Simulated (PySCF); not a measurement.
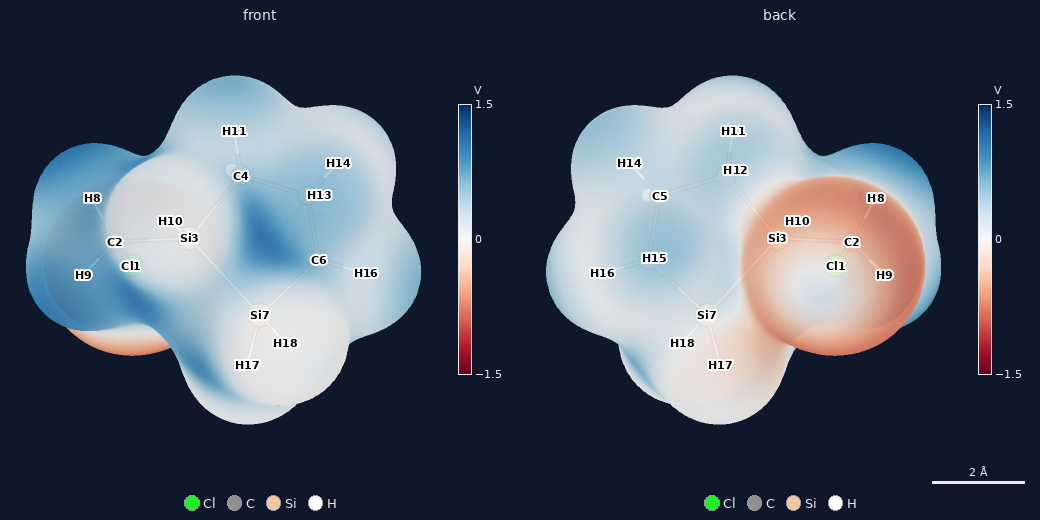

C₄H₁₁ClSi₂. The electrostatic potential painted on the density surface at 0.002 e/bohr³, seen from the front and from behind; the colour scale runs from red (negative) to blue (positive).

Geometry: GFN2-xTB.

Theory: PBE0/pcSseg-1, SCF density, gas phase, non-relativistic (PySCF).

| atom | x (Å) | y (Å) | z (Å) |
| --- | --- | --- | --- |
| Cl | 2.2277 | -1.5881 | -1.3824 |
| C | 2.6302 | -0.3647 | -0.1480 |
| Si | 1.0355 | 0.5797 | 0.3488 |
| C | -0.1826 | -0.6251 | 1.2033 |
| C | -1.6090 | -0.1868 | 0.8658 |
| C | -1.8065 | -0.0346 | -0.6439 |
| Si | -0.4443 | 1.1107 | -1.3516 |
| H | 3.0902 | -0.8979 | 0.6798 |
| H | 3.3764 | 0.2895 | -0.5904 |
| H | 1.5024 | 1.5986 | 1.3094 |
| H | -0.0583 | -0.6642 | 2.2856 |
| H | -0.0274 | -1.6397 | 0.8305 |
| H | -1.8143 | 0.7698 | 1.3551 |
| H | -2.3240 | -0.9138 | 1.2627 |
| H | -1.7351 | -1.0200 | -1.1081 |
| H | -2.8122 | 0.3325 | -0.8483 |
| H | -0.1447 | 0.7567 | -2.7411 |
| H | -0.9127 | 2.5037 | -1.3389 |

Which sites attract a positive test charge, and which a negative one?

A positive charge is drawn to the negative regions and a negative charge to the positive ones. The most negative region (about −0.8 V, or −18 kcal/mol for a unit charge) lies over Cl1, the most positive (about +1.1 V, or +25 kcal/mol for a unit charge) over Si3, Si7, H8 and H9.

What dipole moment does the calculation give?

Its dipole moment is 1.56 D.
